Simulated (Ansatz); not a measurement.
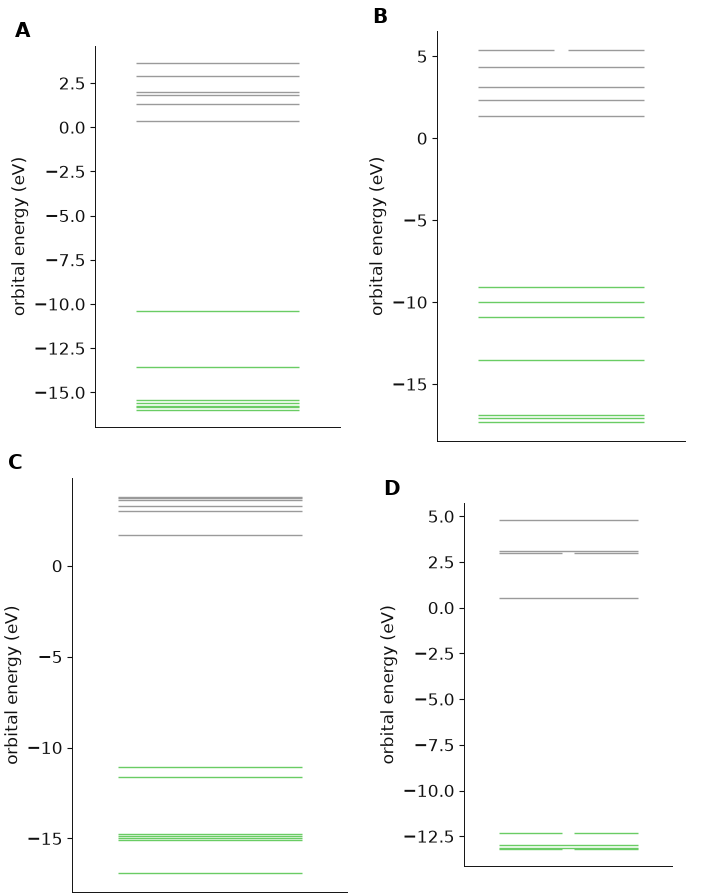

Hartree-Fock orbital energies near the frontier, HF/def2-TZVPP in the Ansatz code 0.2.0, at a PBE0-D4/def2-TZVP geometry (a minimum by its frequencies), isolated molecule; empty levels in grey, levels within 0.03 eV side by side.

**Which panel belongs to which molecule?**
1. C₂H₆F₂Hf, SMILES [CH3][Hf]([CH3])([F])[F], singlet
2. SnBrCl₃, SMILES [Cl][Sn]([Cl])([Cl])[Br], singlet
3. SnN₂H₄, SMILES [NH2][Sn][NH2], singlet
4. YNH₂F₂, SMILES [NH2][Y]([F])[F], singlet

A: 4 (HOMO −10.42 eV, LUMO 0.34 eV)
B: 3 (HOMO −9.10 eV, LUMO 1.38 eV)
C: 1 (HOMO −11.09 eV, LUMO 1.71 eV)
D: 2 (HOMO −12.34 eV, LUMO 0.51 eV)

Caveats, for all or some of the runs: core potentials past krypton; empty levels above zero depend strongly on the basis; no scalar relativity up to krypton; spin-orbit coupling is left out, and with Br and Sn it can shift these levels and split any degenerate set; spin-orbit coupling is left out, and with Hf it can shift these levels and split any degenerate set; spin-orbit coupling is left out, and with Sn it can shift these levels and split any degenerate set.
